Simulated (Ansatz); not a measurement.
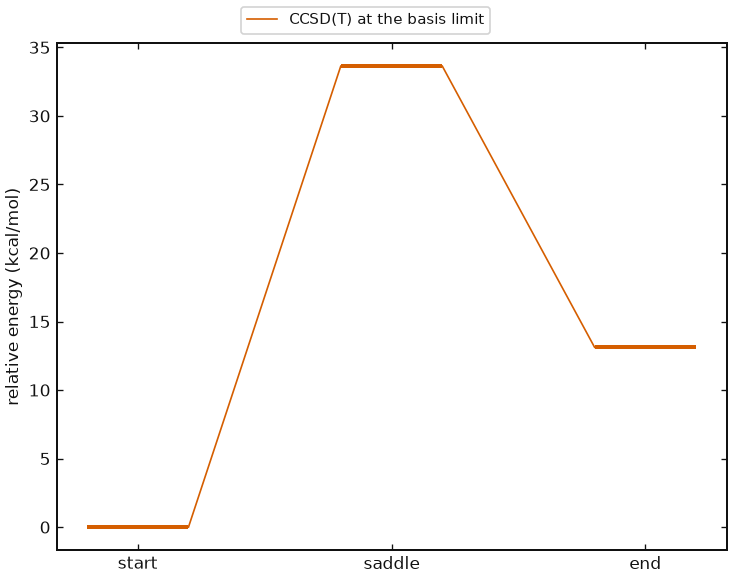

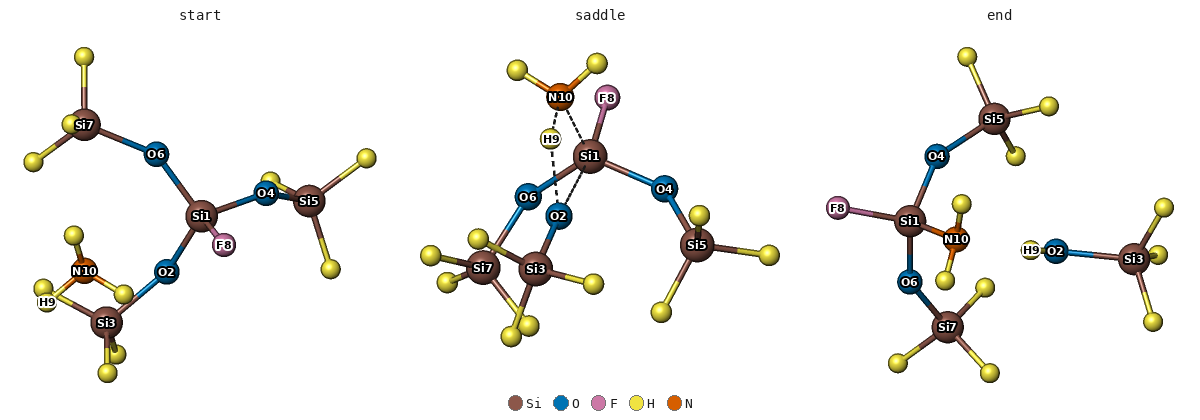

One elementary step of Si₄NH₁₂O₃F: start, first-order saddle point (changing pairs dashed) and end. Electronic energies at PBE0-D4/def2-TZVP geometries, energies in def2-TZVPP, the Ansatz code 0.2.0; cores frozen in correlated methods, no zero-point terms. Start and end are the structures at the ends of the path (complexes, where there are several molecules). The limit is the MP2 basis limit plus CCSD(T) less MP2 in triple zeta. Lines between the levels only guide the eye.

In the step Si1–N10 (3.30 → 1.84 → 1.72 Å) and O2–H9 (3.80 → 1.51 → 0.98 Å) form; Si1–O2 (1.61 → 2.30 → 3.15 Å) and H9–N10 (1.01 → 1.08 → 1.87 Å) break (lengths at start, saddle and end; changes of bond order aren't listed).

**Give the barriers and step energies (kcal/mol).**

```
                     level  barrier  reverse barrier  step energy
CCSD(T) at the basis limit     33.6             20.5         13.1
```
